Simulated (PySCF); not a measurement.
Consider C7H7OS (charge +1).

Input

```
{"job": {"kind": "nmr", "xc": "PBE0", "basis": "pcSseg-1"}, "charge": 1, "multiplicity": 1}
C      3.536029    -0.938364     0.240019
C      2.750281    -0.540708    -0.568993
C      1.763568    -0.045257    -1.525836
C      0.496862     0.157194    -0.781042
O      0.259197     1.264830    -0.152204
C     -0.884298     1.258866     0.547926
C     -1.592660     0.106801     0.477492
C     -2.878700    -0.239193     1.110260
S     -0.717805    -1.010816    -0.545448
H      4.264122    -1.291189     0.910389
H      1.637382    -0.775795    -2.327768
H      2.115050     0.904456    -1.939348
H     -1.121187     2.160647     1.084601
H     -3.253023     0.600938     1.688555
H     -2.762790    -1.097249     1.771578
H     -3.619625    -0.506217     0.357457
```

Launched as:

```sh
OMP_NUM_THREADS=1 python probes_run.py task.json out
```

Geometry: GFN2-xTB.

All numbers below come from PySCF, PBE0/pcSseg-1, SCF density, gas phase, non-relativistic.

**Predict the electron density and electron localisation function between the atoms.**

C–O (1.30 Å): the density is about 2.7 e/Å³ at the midpoint; the ELF peaks at about 0.90 between the atoms; a short, strongly polar bond.
C–S (1.70 Å): ρ is about 1.5 e/Å³ halfway; the ELF peaks at about 0.90 between the atoms: localised, covalent bonding.
C–H (1.08 Å): ρ is about 2.1 e/Å³ halfway; the ELF climbs to about 1 towards the hydrogen, as it does in any bond to H: an ordinary covalent bond to hydrogen.
C–O (1.34 Å): ρ at the midpoint is about 2.4 e/Å³; the ELF peaks at about 0.90 between the atoms; a polar covalent bond.

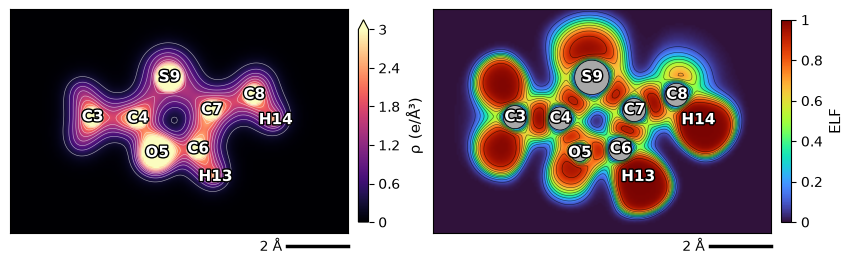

Computed electron density and electron localisation function on the plane of atoms C6, C7 and C8, in this order. Grey discs cover the atomic cores in the ELF map. 
